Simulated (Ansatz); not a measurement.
# SiGeH3 (doublet): one geometry, many settings at a displaced geometry (v1)

Aim: run SiGeH3 (doublet) at one geometry under a spread of methods and options, and see what each costs and gives.

The runs use Ansatz 0.2.0, Gaussian basis; the settings change from run to run.

21 further runs of the same task are left out: 2 for a mislabelled method, 9 that didn't finish, 10 set aside as unsound or not needed.

### Step 1. The system

The geometry is a PBE0/def2-TZVP stationary point (not a proven minimum) with its atoms shifted at random (size 0.040 Å). No spin-orbit coupling is included. The filled d shell of Ge may be among the frozen orbitals whatever the setting's name suggests; the logs give the count.

5 atoms, charge 0, spin multiplicity 2.

Atoms are counted from 1 here; the program's logs count them from 0.

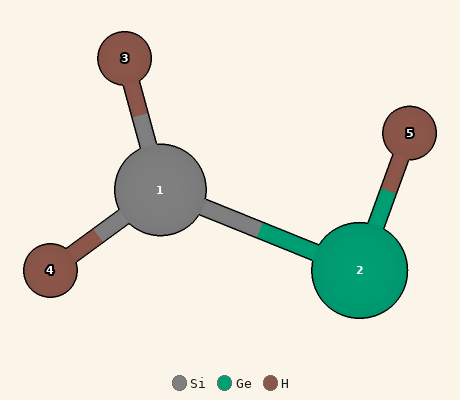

The geometry (silicon grey, germanium teal, hydrogen brown); atoms are numbered from 1 in the order of the file.

### Step 2. NEVPT2(3,4)/6-31G

Input file in.yaml:

```yaml
crystal:
  periodic: [false, false, false]
  atoms:
    - {symbol: Si, position_ang: [0.001618, 0.029163, 1.660904]}
    - {symbol: Ge, position_ang: [0.000785, -0.033411, -0.702080]}
    - {symbol: H, position_ang: [0.048749, 1.239993, 2.536171]}
    - {symbol: H, position_ang: [-0.054028, -1.217931, 2.484556]}
    - {symbol: H, position_ang: [-0.096412, 1.573201, -0.703218]}
basis:
  gaussian: {orbitals: 6-31G}
magnetization: {spin_polarized: false, initial_magnetization: 1}
correlation: {method: sc_nevpt2, electrons: outside_noble_gas, active_space: {window: {electrons: 3, orbitals: 4}, states: [{multiplicity: 2, weights: [0.5, 1, 1]}, {multiplicity: 4, weights: [1]}], root: 0}}
output: {forces: true}
```

Started as:

```bash
$ ansatz run in.yaml --threads 1 --pin off --events-out ev --progress --plain --max-ram 2393MiB
```

The log of the run, shortened:

```text
Functional definition: HF
  name "HF"
  cite "Fock, Z. Phys. 61, 126 (1930) doi:10.1007/BF01340294"
  parent pbe
[...]
867 factors; integrals over basis functions are off by at most 1.2e-7 eV
[...]
mean field -64370.65627251 eV, -2365.5779860169 hartree, gradient 1.6e-6 eV, S^2 0.750000; 2 other end points of the search recorded, 0 dependent functions left out
reference -64370.65627251 eV, -2365.5779860169 hartree; 25, 24 occupied and 23, 24 virtual orbitals, 867 factors
state -64370.99370401 eV, -2365.5903863959 hartree
state -64370.05701683 eV, -2365.5559637768 hartree
state -64367.93320826 eV, -2365.4779152514 hartree
state -64370.99370401 eV, -2365.5903863959 hartree; corrected -64373.27458567 eV, -2365.6742072505 hartree
state -64370.05701683 eV, -2365.5559637768 hartree; corrected -64372.45342319 eV, -2365.6440300861 hartree
state -64367.93320826 eV, -2365.4779152514 hartree; corrected -64370.31484310 eV, -2365.5654387173 hartree
state -64369.06841728 eV, -2365.5196334133 hartree
state -64369.06841728 eV, -2365.5196334133 hartree; corrected -64371.26943797 eV, -2365.6005194318 hartree
[...]
Total energy: -64373.27458567 eV, -2365.6742072505 hartree
Atom 0 at     0.001618     0.029163     1.660904 Å, force    -0.080570    -0.006100     0.457028 eV/Å
Atom 1 at     0.000785    -0.033411    -0.702080 Å, force    -0.001786    -0.087362    -0.811422 eV/Å
Atom 2 at     0.048749     1.239993     2.536171 Å, force     0.021663     0.175456     0.224829 eV/Å
Atom 3 at    -0.054028    -1.217931     2.484556 Å, force     0.039685    -0.167360     0.180112 eV/Å
Atom 4 at    -0.096412     1.573201    -0.703218 Å, force     0.021007     0.085366    -0.050546 eV/Å
Dipole moment:    -0.000919     0.030446     0.111222 e Å
```

Run time: 4.4 s. Hardware: 1 thread of Arm Neoverse V1, shared host.

From the report: 24 determinants; active occupations (of the averaged states) 1.38, 0.97, 0.62, 0.03.

### Step 3. CASSCF(11,7)/6-31G

in.yaml: that of step 2 with these lines changed.

```diff
@@ -11,3 +11,3 @@
 magnetization: {spin_polarized: false, initial_magnetization: 1}
-correlation: {method: sc_nevpt2, electrons: outside_noble_gas, active_space: {window: {electrons: 3, orbitals: 4}, states: [{multiplicity: 2, weights: [0.5, 1, 1]}, {multiplicity: 4, weights: [1]}], root: 0}}
-output: {forces: true}
+correlation: {active_space: {window: {electrons: 11, orbitals: 7}, states: [{multiplicity: 2, weights: [0.5, 1, 1]}], root: 1}}
+accuracy: high
```

Same command.

The log of the run:

```text
Functional definition: HF
  name "HF"
  cite "Fock, Z. Phys. 61, 126 (1930) doi:10.1007/BF01340294"
  parent pbe
  exchange = exact_x
  correlation = 0
894 factors; integrals over basis functions are off by at most 4.8e-9 eV
mean field evaluation 1: about -64370.0696 eV, gradient 8.0e0 eV
mean field evaluation 2: about -64370.1376 eV, gradient 8.2e0 eV
mean field evaluation 4: about -64370.6290 eV, gradient 8.9e-1 eV
mean field evaluation 8: about -64370.6524 eV, gradient 3.5e-1 eV
mean field evaluation 16: about -64370.6563 eV, gradient 1.7e-8 eV
mean field -64370.65627259 eV, -2365.5779860199 hartree, gradient 2.3e-8 eV, S^2 0.750000; 2 other end points of the search recorded, 0 dependent functions left out
reference -64370.65627259 eV, -2365.5779860199 hartree; 25, 24 occupied and 23, 24 virtual orbitals, 894 factors
state -64370.88843478 eV, -2365.5865178228 hartree
state -64370.11152206 eV, -2365.5579668070 hartree
state -64367.92889422 eV, -2365.4777567133 hartree
Total energy: -64370.11152206 eV, -2365.5579668070 hartree
```

It took 3.7 s on 1 thread of Arm Neoverse V1, shared host.

From the report: 147 determinants; active occupations (of the averaged states) 2.00, 2.00, 1.99, 1.73, 1.53, 1.47, 0.28.

### Step 4. CASSCF(1,6)/cc-pVDZ

in.yaml: that of step 3 with these lines changed.

```diff
@@ -9,5 +9,6 @@
 basis:
-  gaussian: {orbitals: 6-31G}
+  gaussian: {orbitals: cc-pVDZ}
 magnetization: {spin_polarized: false, initial_magnetization: 1}
-correlation: {active_space: {window: {electrons: 11, orbitals: 7}, states: [{multiplicity: 2, weights: [0.5, 1, 1]}], root: 1}}
+correlation: {active_space: {window: {electrons: 1, orbitals: 6}}}
 accuracy: high
+scf: {lower_state_search: off}
```

Launched as before.

The log of the run:

```text
Functional definition: HF
  name "HF"
  cite "Fock, Z. Phys. 61, 126 (1930) doi:10.1007/BF01340294"
  parent pbe
  exchange = exact_x
  correlation = 0
these checks for a lower state are left out or cut short: stability, starts, cluster_reference, orbital_swaps, neighbouring_geometries, increment
1288 factors; integrals over basis functions are off by at most 4.4e-9 eV
mean field evaluation 1: about -64379.8804 eV, gradient 9.6e0 eV
mean field evaluation 2: about -64379.8870 eV, gradient 9.6e0 eV
mean field evaluation 4: about -64380.5410 eV, gradient 9.4e-1 eV
mean field evaluation 8: about -64380.5580 eV, gradient 8.1e-3 eV
mean field -64380.55802333 eV, -2365.9418686477 hartree, gradient 2.1e-8 eV, S^2 0.750000; 0 other end points of the search recorded, 0 dependent functions left out
reference -64380.55802333 eV, -2365.9418686477 hartree; 25, 24 occupied and 35, 36 virtual orbitals, 1288 factors
state -64380.55802333 eV, -2365.9418686477 hartree
Total energy: -64380.55802333 eV, -2365.9418686477 hartree
Checks for a lower state left out: stability, starts, cluster_reference, orbital_swaps, neighbouring_geometries, increment
```

It took 1.9 s on 1 thread of Arm Neoverse V1, shared host.

From the report: 6 determinants; active occupations 1.00, 0.00, 0.00, 0.00, 0.00, 0.00. With so small a space the active step adds no correlation: the energy is the mean field's.

### Step 5. CCSD on ROHF/cc-pVDZ

in.yaml: that of step 4 with these lines changed.

```diff
@@ -11,4 +11,4 @@
 magnetization: {spin_polarized: false, initial_magnetization: 1}
-correlation: {active_space: {window: {electrons: 1, orbitals: 6}}}
-accuracy: high
+hamiltonian: {pseudopotentials: {relativity: scalar}}
+correlation: {method: ccsd, electrons: valence}
 scf: {lower_state_search: off}
```

Same command.

The log of the run, shortened:

```text
Functional definition: HF
  name "HF"
  cite "Fock, Z. Phys. 61, 126 (1930) doi:10.1007/BF01340294"
  parent pbe
[...]
641 factors; integrals over basis functions are off by at most 1.3e-3 eV
[...]
mean field -64861.08398592 eV, -2383.6008720609 hartree, gradient 2.9e-6 eV, S^2 0.750000; 0 other end points of the search recorded, 0 dependent functions left out
14 core orbitals not correlated: weight in the atoms' cores, before any rotation towards them, 1.000 or more for the frozen orbitals, at most 0.000 for the correlated occupied ones
reference -64861.08398592 eV, -2383.6008720609 hartree; 11, 10 occupied and 35, 36 virtual orbitals, 641 factors
second order -5.08163738 eV of doubles, -0.04048708 eV of singles
cycle   1  -5.87442563 eV  change   -7.5e-1 eV  update   7.8e-2
[...]
cycle  14  -6.20458462 eV  change    7.7e-6 eV  update   6.8e-6
Total energy: -64867.28857055 eV, -2383.8288863402 hartree
Relativity: scalar
Checks for a lower state left out: stability, starts, cluster_reference, orbital_swaps, neighbouring_geometries, increment
```

Wall time 3.4 s (1 thread of Arm Neoverse V1, shared host).

From the report: correlation -6.2046 eV; T1 0.014; largest double amplitude 0.06.

### Step 6. CASCI(7,7)/STO-3G

in.yaml: that of step 5 with these lines changed.

```diff
@@ -9,6 +9,6 @@
 basis:
-  gaussian: {orbitals: cc-pVDZ}
+  gaussian: {orbitals: STO-3G}
 magnetization: {spin_polarized: false, initial_magnetization: 1}
-hamiltonian: {pseudopotentials: {relativity: scalar}}
-correlation: {method: ccsd, electrons: valence}
-scf: {lower_state_search: off}
+correlation: {active_space: {window: {electrons: 7, orbitals: 7}, fixed_orbitals: true, states: [{multiplicity: 2, weights: [1, 1]}], root: 0}}
+accuracy: high
+output: {forces: true}
```

Same command.

The log of the run, shortened:

```text
Functional definition: HF
  name "HF"
  cite "Fock, Z. Phys. 61, 126 (1930) doi:10.1007/BF01340294"
  parent pbe
[...]
441 factors; integrals over basis functions are off by at most 3.7e-9 eV
[...]
mean field -63646.71715062 eV, -2338.9737139909 hartree, gradient 2.9e-8 eV, S^2 0.750000; 1 other end points of the search recorded, 0 dependent functions left out
reference -63646.71715062 eV, -2338.9737139909 hartree; 25, 24 occupied and 5, 6 virtual orbitals, 441 factors
state -63647.52941275 eV, -2339.0035640738 hartree
state -63646.44144335 eV, -2338.9635819355 hartree
[...]
Total energy: -63647.52941275 eV, -2339.0035640738 hartree
Atom 0 at     0.001618     0.029163     1.660904 Å, force    -0.123591    -0.299591     0.836377 eV/Å
Atom 1 at     0.000785    -0.033411    -0.702080 Å, force    -0.094085     1.723811     1.153927 eV/Å
Atom 2 at     0.048749     1.239993     2.536171 Å, force    -0.039846    -1.633400    -0.999947 eV/Å
Atom 3 at    -0.054028    -1.217931     2.484556 Å, force     0.134418     1.864173    -0.987828 eV/Å
Atom 4 at    -0.096412     1.573201    -0.703218 Å, force     0.123104    -1.654994    -0.002529 eV/Å
Dipole moment:     0.001974     0.022719     0.157395 e Å
```

Run time: 1 s. Hardware: 1 thread of Arm Neoverse V1, shared host.

From the report: 1,225 determinants; active occupations (of the averaged states) 2.00, 1.97, 1.48, 1.31, 0.20, 0.03, 0.01.

### Step 7. HF/6-31G*

Input file in.yaml:

```yaml
crystal:
  periodic: [false, false, false]
  atoms:
    - {symbol: Si, position_ang: [0.001618, 0.029163, 1.660904]}
    - {symbol: Ge, position_ang: [0.000785, -0.033411, -0.702080]}
    - {symbol: H, position_ang: [0.048749, 1.239993, 2.536171]}
    - {symbol: H, position_ang: [-0.054028, -1.217931, 2.484556]}
    - {symbol: H, position_ang: [-0.096412, 1.573201, -0.703218]}
basis:
  gaussian: {orbitals: "6-31G*"}
magnetization: {spin_polarized: true, initial_magnetization: 1}
hamiltonian: {xc: hf}
accuracy: high
output: {orbitals: {seedname: orbitals}}
```

Launched as before.

The log of the run:

```text
Functional definition: HF
  name "HF"
  cite "Fock, Z. Phys. 61, 126 (1930) doi:10.1007/BF01340294"
  parent pbe
  exchange = exact_x
  correlation = 0
1118 factors; integrals over basis functions are off by at most 3.8e-9 eV
mean field evaluation 1: about -64372.4172 eV, gradient 7.0e0 eV
mean field evaluation 2: about -64372.4472 eV, gradient 7.0e0 eV
mean field evaluation 4: about -64373.1107 eV, gradient 8.9e-1 eV
mean field evaluation 8: about -64373.1498 eV, gradient 2.4e-1 eV
mean field evaluation 16: about -64373.1561 eV, gradient 2.1e-8 eV
mean field evaluation 32: about -64372.8110 eV, gradient 1.7e0 eV
mean field evaluation 64: about -64370.8778 eV, gradient 6.8e0 eV
mean field evaluation 96: about -64373.1561 eV, gradient 2.5e-5 eV
mean field -64373.15607512 eV, -2365.6698520682 hartree, gradient 6.5e-8 eV, S^2 0.777035; 1 other end points of the search recorded, 0 dependent functions left out
reference -64373.15607512 eV, -2365.6698520682 hartree; 25, 24 occupied and 35, 36 virtual orbitals, 1118 factors
Total energy: -64373.15607512 eV, -2365.6698520682 hartree
```

It took 3.9 s on 1 thread of Arm Neoverse V1, shared host.

From the report: ⟨S²⟩ of the determinant 0.777 (pure doublet: 0.75).

### Step 8. NEVPT2(3,9)/6-31G

in.yaml: that of step 7 with these lines changed.

```diff
@@ -9,6 +9,5 @@
 basis:
-  gaussian: {orbitals: "6-31G*"}
-magnetization: {spin_polarized: true, initial_magnetization: 1}
-hamiltonian: {xc: hf}
-accuracy: high
-output: {orbitals: {seedname: orbitals}}
+  gaussian: {orbitals: 6-31G}
+magnetization: {spin_polarized: false, initial_magnetization: 1}
+correlation: {method: sc_nevpt2, electrons: outside_noble_gas, active_space: {window: {electrons: 3, orbitals: 9}}}
+output: {forces: true}
```

Launched as before.

The log of the run, shortened:

```text
Functional definition: HF
  name "HF"
  cite "Fock, Z. Phys. 61, 126 (1930) doi:10.1007/BF01340294"
  parent pbe
[...]
486 factors; integrals over basis functions are off by at most 3.9e-4 eV
[...]
mean field -64370.65595876 eV, -2365.5779744869 hartree, gradient 1.1e-6 eV, S^2 0.750000; 2 other end points of the search recorded, 0 dependent functions left out
reference -64370.65595876 eV, -2365.5779744869 hartree; 25, 24 occupied and 23, 24 virtual orbitals, 486 factors
state -64371.24779818 eV, -2365.5997241842 hartree
state -64371.24779818 eV, -2365.5997241842 hartree; corrected -64373.24478891 eV, -2365.6731122399 hartree
state -64371.24462397 eV, -2365.5996075340 hartree
state -64371.24462397 eV, -2365.5996075340 hartree; corrected -64373.22284774 eV, -2365.6723059167 hartree
state -64371.24779818 eV, -2365.5997241842 hartree; corrected -64373.24478891 eV, -2365.6731122399 hartree
[...]
Total energy: -64373.24478891 eV, -2365.6731122399 hartree
Atom 0 at     0.001618     0.029163     1.660904 Å, force    -0.040669    -0.050313     0.654680 eV/Å
Atom 1 at     0.000785    -0.033411    -0.702080 Å, force    -0.030266     0.019405    -1.031112 eV/Å
Atom 2 at     0.048749     1.239993     2.536171 Å, force    -0.003309     0.133549     0.242344 eV/Å
Atom 3 at    -0.054028    -1.217931     2.484556 Å, force     0.036188    -0.113758     0.219959 eV/Å
Atom 4 at    -0.096412     1.573201    -0.703218 Å, force     0.038056     0.011116    -0.085871 eV/Å
Dipole moment:     0.002396     0.048609     0.182401 e Å
```

It took 13 s on 1 thread of Arm Neoverse V1, shared host.

From the report: 324 determinants; active occupations 1.96, 0.99, 0.03, 0.02, 0.00, 0.00, 0.00, 0.00, 0.00.

### Step 9. CCSD(T) on UHF/cc-pVDZ

Input file in.yaml:

```yaml
crystal:
  periodic: [false, false, false]
  atoms:
    - {symbol: Si, position_ang: [0.001618, 0.029163, 1.660904]}
    - {symbol: Ge, position_ang: [0.000785, -0.033411, -0.702080]}
    - {symbol: H, position_ang: [0.048749, 1.239993, 2.536171]}
    - {symbol: H, position_ang: [-0.054028, -1.217931, 2.484556]}
    - {symbol: H, position_ang: [-0.096412, 1.573201, -0.703218]}
basis:
  gaussian: {orbitals: cc-pVDZ, fitting: {mean_field: def2-universal-jkfit}}
magnetization: {spin_polarized: true, initial_magnetization: 1}
correlation: {method: ccsd_t, electrons: valence}
scf: {lower_state_search: off}
```

Launched as before.

The log of the run, shortened:

```text
Functional definition: HF
  name "HF"
  cite "Fock, Z. Phys. 61, 126 (1930) doi:10.1007/BF01340294"
  parent pbe
[...]
448 factors; integrals over basis functions are off by at most 4.2e-1 eV
[...]
mean field -64380.63689112 eV, -2365.9447669855 hartree, gradient 2.0e-6 eV, S^2 0.776542; 0 other end points of the search recorded, 0 dependent functions left out
14 core orbitals not correlated: weight in the atoms' cores, before any rotation towards them, 1.000 or more for the frozen orbitals, at most 0.000 for the correlated occupied ones
reference -64380.63689112 eV, -2365.9447669855 hartree; 11, 10 occupied and 35, 36 virtual orbitals, 448 factors
second order -5.00021579 eV of doubles, -0.00000000 eV of singles
cycle   1  -5.76238354 eV  change   -7.6e-1 eV  update   8.0e-2
[...]
cycle  14  -6.11689836 eV  change    1.3e-5 eV  update   1.9e-5
perturbative correction -0.20557553 eV, -0.0075547614 hartree
Total energy: -64386.95936501 eV, -2366.1771136154 hartree
Checks for a lower state left out: stability, starts, cluster_reference, orbital_swaps, neighbouring_geometries, increment
```

It took 3.7 s on 1 thread of Arm Neoverse V1, shared host.

From the report: ⟨S²⟩ of the determinant 0.777 (pure doublet: 0.75); correlation -6.3225 eV; T1 0.016; largest double amplitude 0.06.

### Step 10. BCCD on UHF/6-31G*

in.yaml: that of step 9 with these lines changed.

```diff
@@ -9,5 +9,6 @@
 basis:
-  gaussian: {orbitals: cc-pVDZ, fitting: {mean_field: def2-universal-jkfit}}
+  gaussian: {orbitals: "6-31G*", fitting: {mean_field: def2-universal-jkfit}}
 magnetization: {spin_polarized: true, initial_magnetization: 1}
-correlation: {method: ccsd_t, electrons: valence}
-scf: {lower_state_search: off}
+correlation: {method: bccd, electrons: outside_noble_gas}
+accuracy: high
+output: {forces: true}
```

The command is unchanged.

The log of the run, shortened:

```text
Functional definition: HF
  name "HF"
  cite "Fock, Z. Phys. 61, 126 (1930) doi:10.1007/BF01340294"
  parent pbe
[...]
448 factors; integrals over basis functions are off by at most 9.8e-2 eV
[...]
mean field -64373.15352519 eV, -2365.6697583600 hartree, gradient 2.9e-8 eV, S^2 0.777025; 8 other end points of the search recorded, 0 dependent functions left out
determinant -64373.15352519 eV, -2365.6697583600 hartree, with singles and doubles -64377.97265119 eV, -2365.8468579742 hartree
determinant -64371.78756890 eV, -2365.6195603925 hartree, with singles and doubles -64376.75611783 eV, -2365.8021511978 hartree
determinant -64371.59544646 eV, -2365.6125000230 hartree, with singles and doubles -64376.86588695 eV, -2365.8061851386 hartree
determinant -64370.68969054 eV, -2365.5792141067 hartree, with singles and doubles -64375.26281087 eV, -2365.7472731792 hartree
[...]
reference -64373.15352519 eV, -2365.6697583600 hartree; 6, 5 occupied and 35, 36 virtual orbitals, 448 factors
second order -3.78293135 eV of doubles, -0.00000000 eV of singles
cycle   1  -4.81489016 eV  change    4.2e-3 eV  update   7.7e-3
[...]
cycle  31  -4.81152040 eV  change   2.2e-10 eV  update  9.0e-10
[...]
Total energy: -64377.96504559 eV, -2365.8465784735 hartree
Atom 0 at     0.001618     0.029163     1.660904 Å, force    -0.047272    -0.024727    -0.014473 eV/Å
Atom 1 at     0.000785    -0.033411    -0.702080 Å, force    -0.017216    -0.066682    -0.156026 eV/Å
Atom 2 at     0.048749     1.239993     2.536171 Å, force    -0.006026    -0.049732     0.096117 eV/Å
Atom 3 at    -0.054028    -1.217931     2.484556 Å, force     0.041462     0.072071     0.082720 eV/Å
Atom 4 at    -0.096412     1.573201    -0.703218 Å, force     0.029052     0.069070    -0.008338 eV/Å
Dipole moment:     0.000739     0.047876     0.187594 e Å
```

It took 15 s on 1 thread of Arm Neoverse V1, shared host.

From the report: ⟨S²⟩ of the determinant 0.777 (pure doublet: 0.75); correlation -4.8115 eV; largest double amplitude 0.05.

### Step 11. All runs side by side

Where basis and cores are those of an earlier UCCSDT(Q)/cc-pVDZ run (-64386.4983 eV), and the state is the same kind, the miss against it is given.

```
                                            level         correlated  functions  energy (eV)  from UCCSDT(Q) (meV)   time
    NEVPT2(3,4)/6-31G (lowest root of an average)  outside noble gas         48  -64373.2746                        4.4 s
CASSCF(11,7)/6-31G (excited root 1 of an average)                            48  -64370.1115                        3.7 s
                              CASSCF(1,6)/cc-pVDZ                            60  -64380.5580                5940.3  1.9 s
            CCSD on ROHF/cc-pVDZ (relativity set)            valence         60  -64867.2886                        3.4 s
    CASCI(7,7)/STO-3G (lowest root of an average)                            30  -63647.5294                          1 s
                                        HF/6-31G*                            60  -64373.1561                        3.9 s
                                NEVPT2(3,9)/6-31G  outside noble gas         48  -64373.2448                         13 s
                           CCSD(T) on UHF/cc-pVDZ            valence         60  -64386.9594                        3.7 s
                               BCCD on UHF/6-31G*  outside noble gas         60  -64377.9650                         15 s
```

### Step 12. What came out

| quantity | value |
| --- | --- |
| runs | 9 |
| quickest | CASCI(7,7)/STO-3G (lowest root of an average), 1 s |
| slowest | BCCD on UHF/6-31G*, 15 s |

In words: Total energies in different bases, with other cores or another treatment of relativity can't be set against each other. BCCD on UHF/6-31G* took 15 times as long as CASCI(7,7)/STO-3G (lowest root of an average); the jobs differ in more than the method. Hartree-Fock, CASSCF and CASCI lack dynamic correlation by design.
